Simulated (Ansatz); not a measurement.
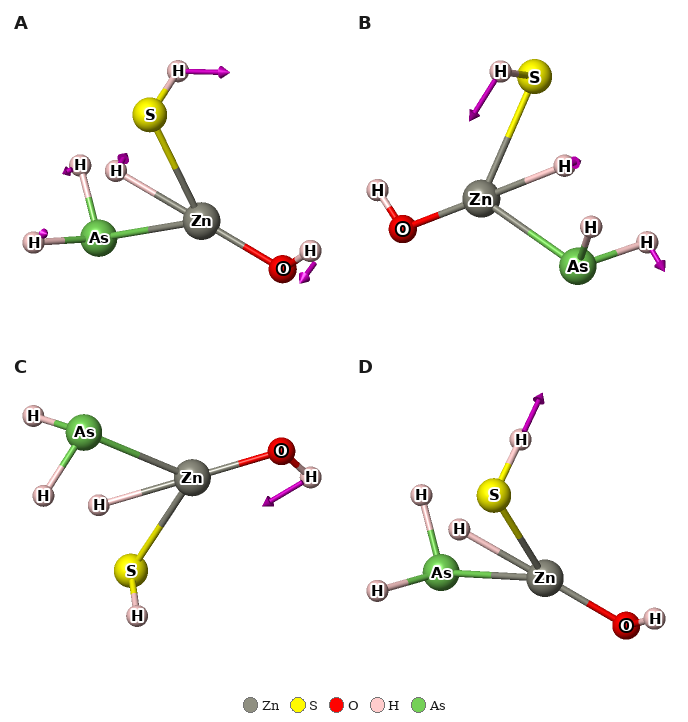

4 normal modes of one molecule or complex, as arrows. Harmonic vibrations computed with RKS PBE0-D4/def2-SVP (Ansatz 0.2.0) at a stationary point of the same level. It is a saddle point of order 1.

**Match the panels to the wavenumbers 258 cm⁻¹, 503 cm⁻¹, 783 cm⁻¹, 2708 cm⁻¹.**

A: 258 cm⁻¹
B: 503 cm⁻¹, H–S–Zn bending
C: 783 cm⁻¹, H–O–Zn bending
D: 2708 cm⁻¹, S–H stretching
